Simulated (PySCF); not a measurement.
SMILES [SiH2](O[SiH3])[SiH2]Cl at its GFN2-xTB optimised geometry (Å):

```
12

Si     1.3788    -2.0680    -0.0383
O      0.5501    -0.6768    -0.0093
Si     0.1646     0.8981     0.0000
Si    -2.1382     0.8981     0.0000
Cl    -2.7933     2.8224     0.0000
H      2.7933    -1.7654    -0.2436
H      0.8098    -2.8224    -1.1522
H      1.1348    -2.6933     1.2586
H      0.8092     1.4802     1.1852
H      0.8059     1.4939    -1.1801
H     -2.7853     0.2777    -1.1642
H     -2.7833     0.2788     1.1659
```

Computed with PBE0/def2-TZVP (PySCF).

Map of the HOMO−1 amplitude (bohr^(-3/2)) on the plane z = 1.5 Å; orbital energy -8.73 eV, overall sign arbitrary:

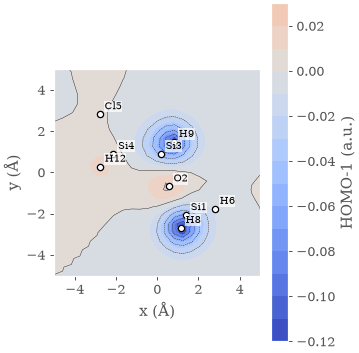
*HOMO−1 amplitude (bohr^(-3/2)) on the plane z = 1.5 Å.*
